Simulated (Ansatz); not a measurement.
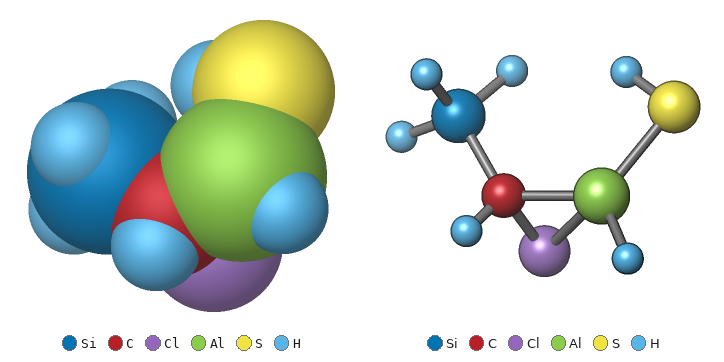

The same structure drawn twice, from different directions.

Computed geometry: PBE0-D4/def2-TZVP optimisation.

What does the picture show?

The molecule is CH₆AlClSSi. This geometry has C1 symmetry. Coordination, clear cases only: 1 Si tetrahedral; 1 S bent.

The parts below concern this one geometry. Atoms keep their numbers from picture to picture.

Shape

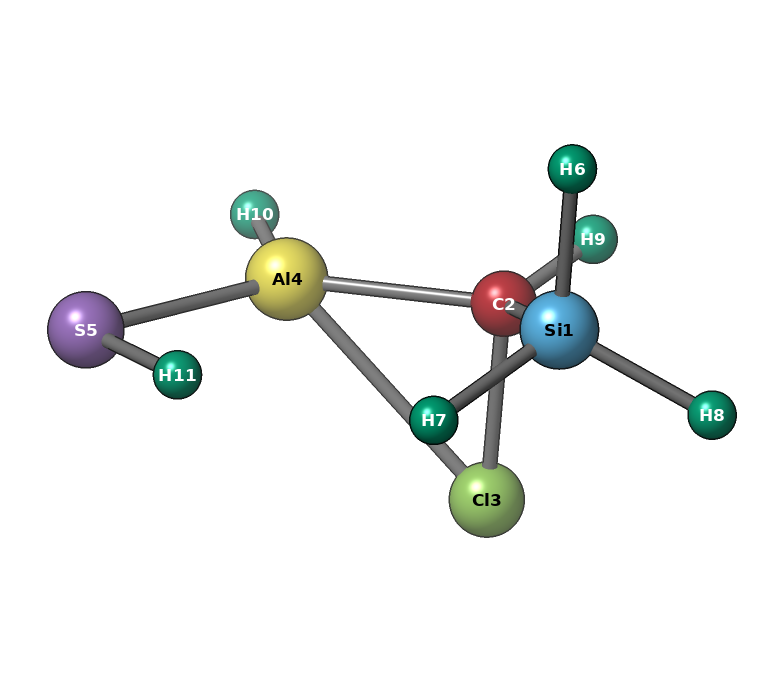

C2 lies behind Si1. The molecule seen a little off the Si1–C2 bond, Si1 in front. Distant atoms are faded towards the background colour.

> What is the torsion angle H6–Si1–C2–Cl3? The sign is positive where the front bond must turn clockwise to cover the back bond.

179°, antiperiplanar (anti).

Electronic properties

Properties computed with RKS CAM-B3LYP-D4/def2-TZVPP (Ansatz 0.2.0).

Predict the main results.

- HOMO energy (Kohn–Sham orbital): −8.83 eV
- LUMO energy (Kohn–Sham orbital): 0.09 eV
- HOMO–LUMO gap: 8.92 eV
- dispersion correction: −29.4 kJ/mol

Charges

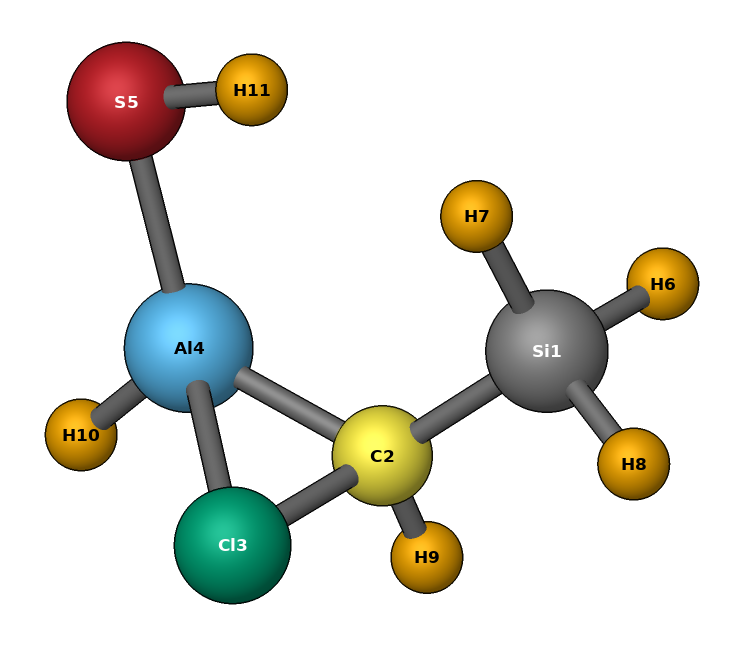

The questions are on Mulliken charges. Properties computed with RKS PBE-D4/def2-TZVPP (Ansatz 0.2.0).

> Which atom carries the highest charge (most positive or least negative)?

Al4 (0.38 e).

> And the lowest?

S5 (−0.28 e).

List the Mulliken charges.

```json
{"atom": "Si1", "value (e)": "0.19"}
{"atom": "C2", "value (e)": "−0.20"}
{"atom": "Cl3", "value (e)": "−0.09"}
{"atom": "Al4", "value (e)": "0.38"}
{"atom": "S5", "value (e)": "−0.28"}
{"atom": "H6", "value (e)": "−0.05"}
{"atom": "H7", "value (e)": "−0.05"}
{"atom": "H8", "value (e)": "−0.04"}
{"atom": "H9", "value (e)": "0.14"}
{"atom": "H10", "value (e)": "−0.12"}
{"atom": "H11", "value (e)": "0.12"}
```

Dipole moment

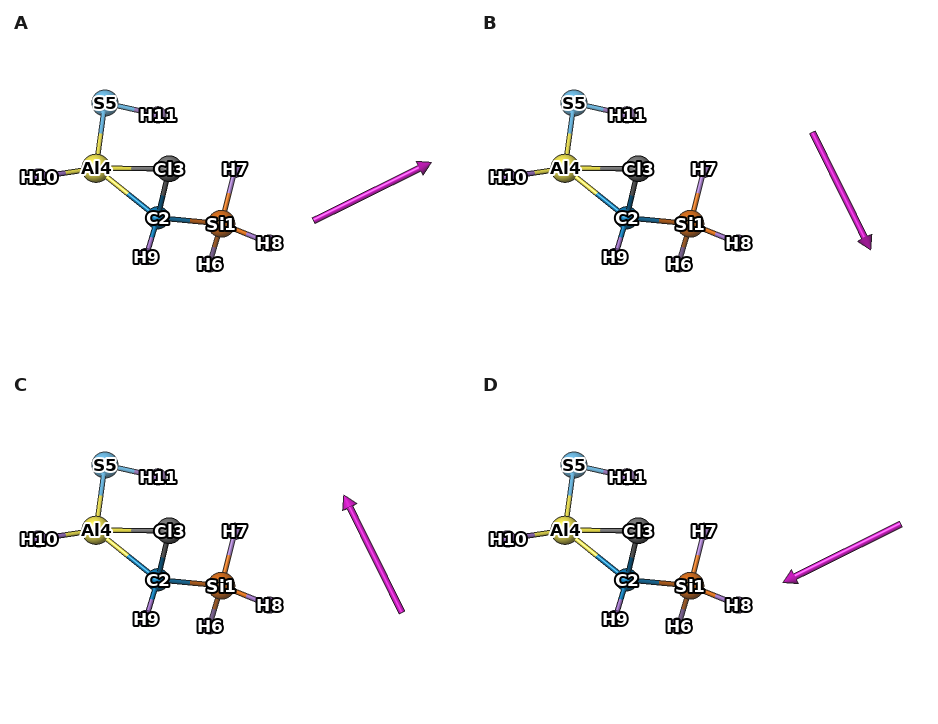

The same molecule four times, each with an arrow. Level of theory: RKS ωB97M-V/def2-TZVPP (Ansatz 0.2.0).

> Which arrow points along the dipole moment, from the negative to the positive end?

B. The dipole moment is 2.12 D; it points from the side of S5 to the side of H8 (the outermost atoms at the two ends).

Mulliken values depend strongly on the basis set and can even reverse the polarity of a bond.
